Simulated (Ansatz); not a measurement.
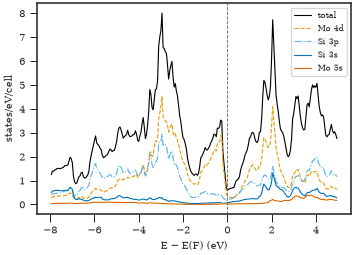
*Total and projected density of states of Si2Mo in space group Fddd (No. 70; Si on 16f, Mo on 8a), the program Ansatz at the PBEsol level (PAW)*

Problem. Which orbitals carry the states next to the Fermi level?

Solution. Within 0.5 eV of the Fermi level: Mo 4d 70 %, Si 3p 19 %, Si 3s 6 %. Projections are on Löwdin-orthogonalised atomic valence shells; empty p or d shells of many metals are not among them.

Problem. Where is the tallest occupied peak in this window, and what makes it?

Solution. Near -2.9 eV, about 8.0 states/eV per cell; the largest projected share is Mo 4d.

The start of the workflow was typed in or built on a structure type; neither database checked (COD, Materials Project) lists it. It is not the phase usual at ambient conditions (space group No. 139). Symmetry was held in the PBEsol relaxation; its stability against distortions is not shown here. The run is not spin-polarised. Spin–orbit coupling is left out wherever it is not named.

Potentials: the earlier of the program's two PAW sets. The files were generated under PBE; for other functionals the program regenerates the frozen cores, and for LDA and PBEsol the local potential too.
